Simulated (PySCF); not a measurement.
## Electronic structure of B3H12La (La(BH4)3) in real space

```xyz
16

La    0.0000    0.0000    0.0000
B     2.6050    0.0115    0.0000
H     3.8188   -0.0064    0.0000
H     2.1061   -0.5819    1.0008
H     2.1061   -0.5819   -1.0008
H     2.1291    1.1744    0.0000
B    -1.3124    2.2502    0.0000
H    -1.9038    3.3104    0.0000
H    -0.5492    2.1149    1.0008
H    -0.5492    2.1149   -1.0008
H    -2.0816    1.2566    0.0000
B    -1.2925   -2.2617    0.0000
H    -1.9150   -3.3040    0.0000
H    -1.5570   -1.5330    1.0008
H    -1.5570   -1.5330   -1.0008
H    -0.0474   -2.4310    0.0000
```

Core potentials replace the inner electrons of La.

These are results of RKS PBE, La lcecp-1-SVP with ECP46, B def2-SVP, H def2-SVP; non-relativistic Hamiltonian with scalar-relativistic core potentials where named; density fitting (PySCF), not measurements.

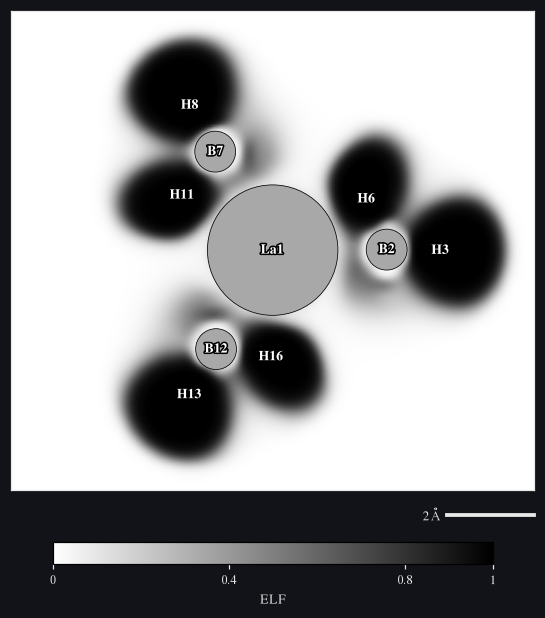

Figure 1. Electron localisation function on the plane of atoms B7, La1 and H16. Grey discs cover the atomic cores.

### Interpret the plot.

- The section cuts through La, B and H sites.
- La–B (2.60 Å): the ELF is about 0.20 at the midpoint.
- B–H (1.21 Å): the ELF climbs to about 1 towards the hydrogen, as it does in any bond to H: an ordinary covalent bond to hydrogen.
- La–H (2.43 Å): the ELF climbs to about 1 towards the hydrogen.

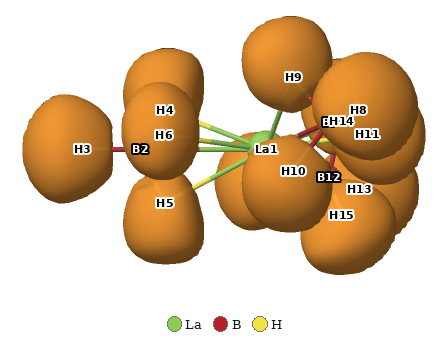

Figure 2. Isosurface of the ELF at 0.8 (orange), seen from one side. Core shells and regions of very low density are left out.

### Describe the localisation domains.

The surface consists of twelve regions around hydrogen nuclei.

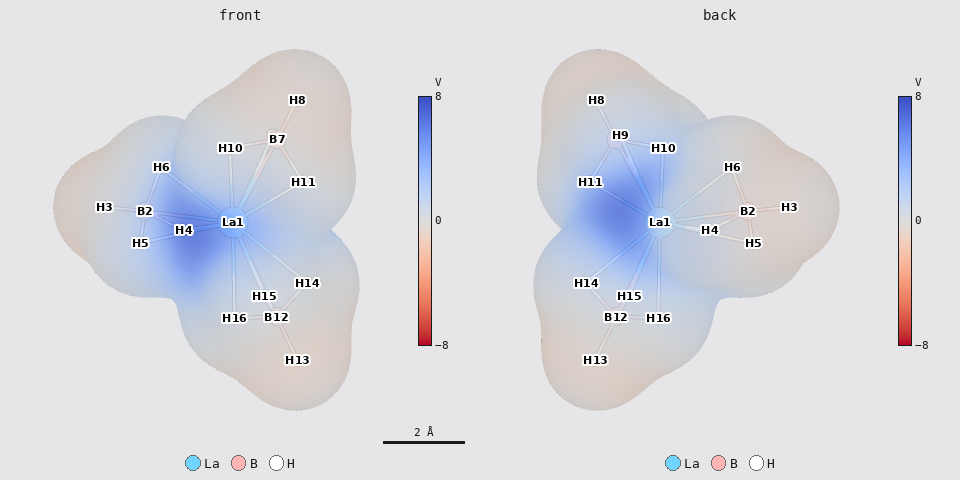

Figure 3. The molecular electrostatic potential painted on the density surface at 0.002 e/bohr³, seen from the front and from behind; the colour scale runs from red (negative) to blue (positive).

### Where is the surface potential most negative and most positive?

The most negative region (about −0.6 V) lies over H3 and H13, the most positive (about +6.0 V) over La1.

### What dipole moment does the calculation give?

Its dipole moment is zero.

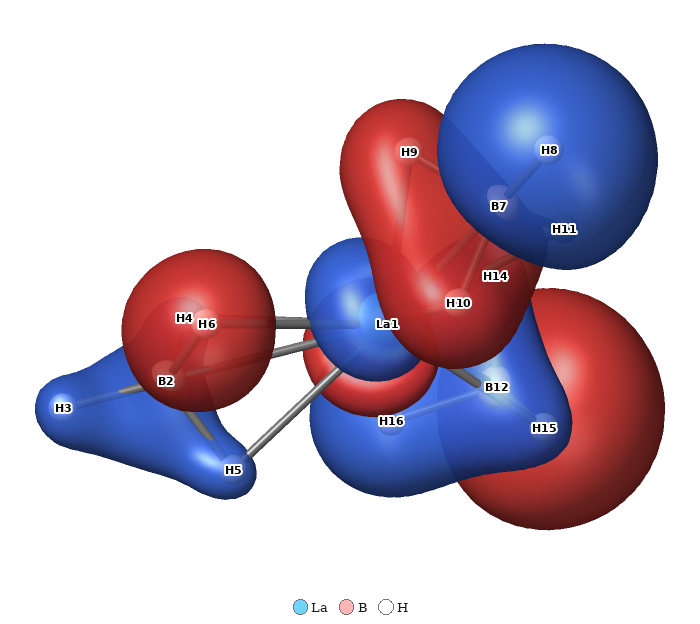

Figure 4. The HOMO at ±0.06 Å⁻³ᐟ² (red and blue are the two phases), seen at an oblique angle.

### Where does this orbital lie, and at what energy?

It lies mainly on B7 (about 20 %), B12 (about 20 %), H13 (about 20 %), H8 (about 20 %) and La1 (about 5 %). It is one of a degenerate set, so its orientation is arbitrary. Its energy is −7.92 eV.
